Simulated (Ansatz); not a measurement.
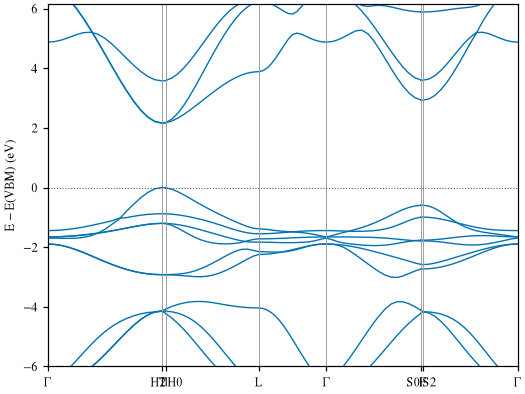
Band structure from the program Ansatz at the PBEsol level (PAW)

Problem. Read off the gap and where the band edges lie.

Solution. About 2.2 eV (2.16 eV by a search for the band edges); maximum at T, minimum at T.

Problem. Which compound is it?
A) KIO3, R3m (K on 3a, I on 3a, O on 9b)
B) ZnHgS2, R3m (Zn on 3a, Hg on 3a, S on 3a, S on 3a)
C) TiZnO3, R-3 (Ti on 6c, Zn on 6c, O on 18f)
D) CrI3, R-3 (Cr on 6c, I on 18f)

Solution. A, KIO3, R3m (K on 3a, I on 3a, O on 9b)

The workflow started from a Materials Project entry (that database holds measured and hypothetical structures alike); the Crystallography Open Database files this formula in space group No. 160, but the cells were not matched. Its standing as an ambient phase is unchecked. Symmetry was held in the PBEsol relaxation; whether a distortion lowers the energy is not shown. Spin–orbit coupling is left out wherever it is not named.

Potentials: the later of the program's two PAW sets.
